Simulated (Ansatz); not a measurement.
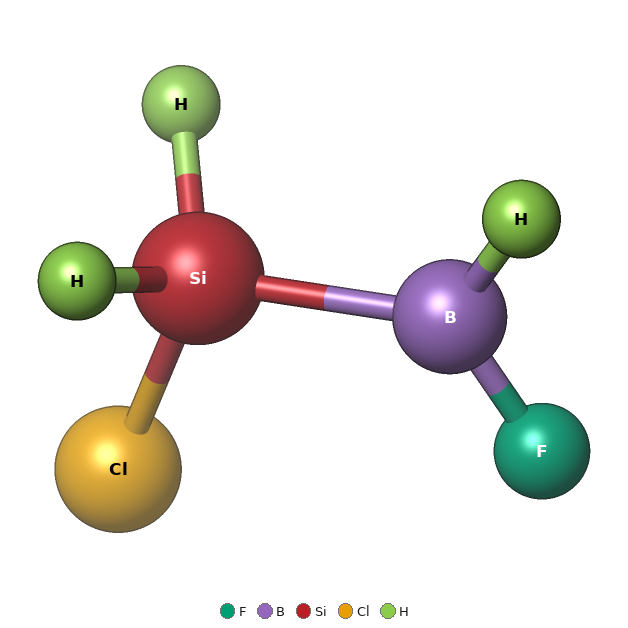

Orthographic view. Distant atoms are faded towards the background colour. The computed structure is the end point of a PBE0-D4/def2-TZVP optimisation.

**Give the standard InChI.**

InChI=1S/BClFH3Si/c2-4-1-3/h1H,4H2
